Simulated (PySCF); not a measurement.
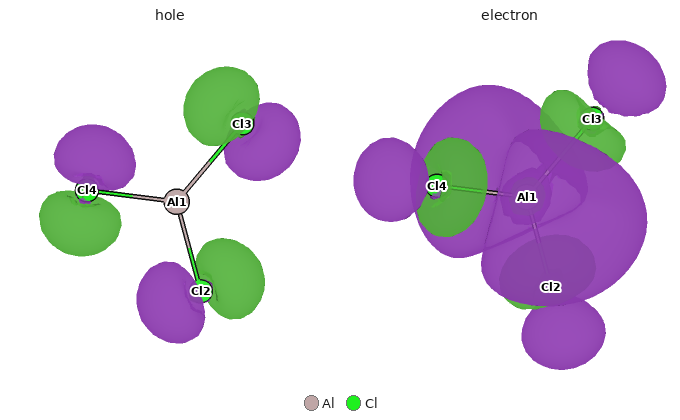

*AlCl₃. Leading natural transition orbital pair of S₁ (TDA singlet states); the surfaces enclose about 70 % of each orbital's density.*

PySCF calculation, CAM-B3LYP/def2-SVPD, gas phase; geometry: GFN2-xTB. No frequency check shows the geometry to be a minimum. GFN2-xTB bond lengths at metals and heavier atoms can be off by up to 0.1 Å and shapes distorted, which carries into these values.

Cartesian coordinates (Å):

```
Al1      0.0002   -0.0001    0.0000
Cl2     -0.5255    1.9606    0.0000
Cl3     -1.4354   -1.4353    0.0000
Cl4      1.9607   -0.5253    0.0000
```

**Give its energy and the atoms that hole and electron lie on.**

7.04 eV (176 nm), f = 0.000 (dark), partly diffuse acceptor orbital; the leading pair carries 98 %; hole on Cl2, Cl3 and Cl4 (32 % each), electron on Al1 (51 %) and Cl2, Cl3 and Cl4 (16 % each) (atom shares of so diffuse an orbital are rough); their centroids lie 0.0 Å apart. In canonical orbitals it is mainly HOMO → LUMO (94 %). The HOMO–LUMO gap is 10.28 eV.
